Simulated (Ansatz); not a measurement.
**C2H6AlF (SMILES [CH3][Al]([CH3])[F]): CCSD(T)/def2-SVP**

What is the vertical singlet–triplet gap of C2H6AlF at CCSD(T)/def2-SVP? 

The calculation is run with Ansatz 0.2.0.

66 further runs of the same task are left out: 66 set aside as unsound or not needed.

### 1 The molecule

C2H6AlF: 10 atoms, total charge 0, spin state singlet. SMILES: `[CH3][Al]([CH3])[F]`. The shape is that of a PBE0-D4/def2-TZVP optimisation.

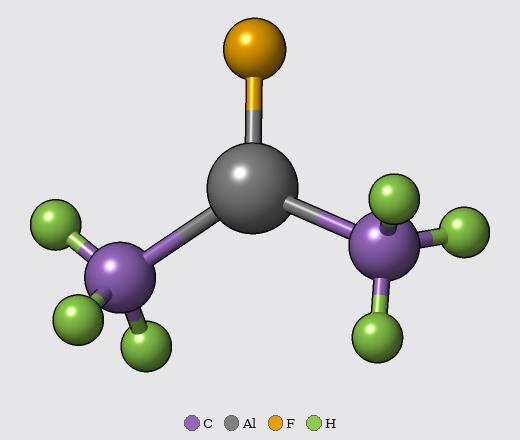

The structure, seen from a chosen angle (carbon purple, aluminium grey, fluorine amber, hydrogen green).

### 2 The energy at CCSD(T)/def2-SVP

Contents of in.yaml:

```yaml
basis:
  gaussian:
    orbitals: def2-SVP
crystal:
  periodic: [false, false, false]
  atoms:
    - {symbol: C, position_ang: [-0.566700, 1.412600, -0.858500]}
    - {symbol: Al, position_ang: [-0.288600, -0.445300, -0.364300]}
    - {symbol: C, position_ang: [0.794700, -1.093100, 1.112200]}
    - {symbol: F, position_ang: [-1.047300, -1.600600, -1.281300]}
    - {symbol: H, position_ang: [-1.184400, 1.517100, -1.752900]}
    - {symbol: H, position_ang: [-1.054000, 1.963400, -0.046800]}
    - {symbol: H, position_ang: [0.387100, 1.917300, -1.043800]}
    - {symbol: H, position_ang: [0.189400, -1.676700, 1.813200]}
    - {symbol: H, position_ang: [1.269800, -0.283800, 1.672000]}
    - {symbol: H, position_ang: [1.583200, -1.762300, 0.753400]}
correlation:
  method: ccsd_t
  frozen_orbitals: {Al: 5, C: 1, F: 1, H: 0}
accuracy: high
scf:
  omitted_lower_state_checks: [cluster_reference, increment]
```

Run with:

```
$ ansatz run in.yaml --threads 1 --pin off --max-ram 3480MiB --events-out events.jsonl --progress --plain --runs-dir runs
```

Standard output, cut to the lines that bear on the results:

```text
Warning: RAYON_NUM_THREADS=1 ignored (pool sized by the plan → 1); use --threads N
Functional definition: HF
  name "HF"
[...]
2083 factors; integrals over basis functions are off by at most 2.4e-8 eV
[...]
mean field -11441.39017028 eV, -420.4633335049 hartree, gradient 1.3e-8 eV, S^2 0.000000; 0 other end points of the search recorded, 0 dependent functions left out
8 core orbitals not correlated: weight in the atoms' cores, before any rotation towards them, 1.000 or more for the frozen orbitals, at most 0.000 for the correlated occupied ones
reference -11441.39017028 eV, -420.4633335049 hartree; 12, 12 occupied and 70, 70 virtual orbitals, 2083 factors
second order -14.74615445 eV of doubles, -0.00000000 eV of singles
cycle   1  -15.42194885 eV  change   -6.8e-1 eV  update   8.4e-2
[...]
cycle  19  -15.85008896 eV  change   -2.9e-9 eV  update   1.9e-9
perturbative correction -0.34649463 eV, -0.0127334426 hartree
Total energy: -11457.58675386 eV, -421.0585469732 hartree
Checks for a lower state left out: cluster_reference, increment
```

Run time: 22 s. Hardware: 1 thread of Intel Xeon Platinum 8488C (Sapphire Rapids), shared host; peak memory 0.57 GiB.

### 3 The triplet

Edit in.yaml of step 2 so:

```diff
@@ -1,4 +1 @@
-basis:
-  gaussian:
-    orbitals: def2-SVP
 crystal:
@@ -16,7 +13,7 @@
     - {symbol: H, position_ang: [1.583200, -1.762300, 0.753400]}
-correlation:
-  method: ccsd_t
-  frozen_orbitals: {Al: 5, C: 1, F: 1, H: 0}
+basis:
+  gaussian: {orbitals: def2-SVP}
+correlation: {method: ccsd_t, frozen_orbitals: {Al: 5, C: 1, F: 1, H: 0}}
 accuracy: high
-scf:
-  omitted_lower_state_checks: [cluster_reference, increment]
+magnetization: {spin_polarized: true, initial_magnetization: 2}
+scf: {omitted_lower_state_checks: [cluster_reference, increment]}
```

Run with:

```
$ ansatz run in.yaml --threads 1 --pin off --max-ram 3480MiB --events-out events.jsonl --progress --plain --runs-dir runs
```

Standard output, cut to the lines that bear on the results:

```text
Warning: RAYON_NUM_THREADS=1 ignored (pool sized by the plan → 1); use --threads N
[... 2 set-up lines as earlier in the session ...]
[...]
2082 factors; integrals over basis functions are off by at most 2.4e-8 eV
[...]
mean field -11435.06391032 eV, -420.2308477397 hartree, gradient 2.4e-8 eV, S^2 2.012245; 9 other end points of the search recorded, 0 dependent functions left out
8 core orbitals not correlated: weight in the atoms' cores, before any rotation towards them, 1.000 or more for the frozen orbitals, at most 0.000 for the correlated occupied ones
reference -11435.06391032 eV, -420.2308477397 hartree; 13, 11 occupied and 69, 71 virtual orbitals, 2082 factors
second order -14.34137788 eV of doubles, -0.00000000 eV of singles
cycle   1  -15.06212752 eV  change   -7.2e-1 eV  update   1.1e-1
[...]
cycle  37  -15.76713002 eV  change   -1.6e-9 eV  update   1.2e-9
perturbative correction -0.43643234 eV, -0.0160385928 hartree
Total energy: -11451.26747269 eV, -420.8263176736 hartree
Checks for a lower state left out: cluster_reference, increment
```

It took 2 min on 1 thread of Intel Xeon Platinum 8488C (Sapphire Rapids), shared host; peak memory 1.1 GiB.

### 4 Summary of results

At CCSD(T)/def2-SVP, 8 core orbitals frozen:

| quantity | value |
| --- | --- |
| singlet: total energy | -421.05855 Eh |
| singlet: correlation energy (8 core orbitals frozen) | -595.2 mEh |
| singlet: (T) correction | -12.73 mEh |
| singlet: T1 diagnostic | 0.011 |
| triplet: total energy | -420.82632 Eh |
| triplet: correlation energy (8 core orbitals frozen) | -595.5 mEh |
| triplet: (T) correction | -16.04 mEh |
| triplet: ⟨S²⟩ of the reference determinant | 2.012 |
| triplet: T1 diagnostic | 0.065 |
| vertical energy of the triplet above the singlet | 6.319 eV |

In words: At this shape the triplet lies 6.32 eV (146 kcal/mol) above the singlet. The triples (singlet) make up 2.1 % of the correlation energy. The T1 diagnostic (triplet) of 0.065 is above the customary mark for such species, so a single reference may not serve. The triples (triplet) make up 2.7 % of the correlation energy.
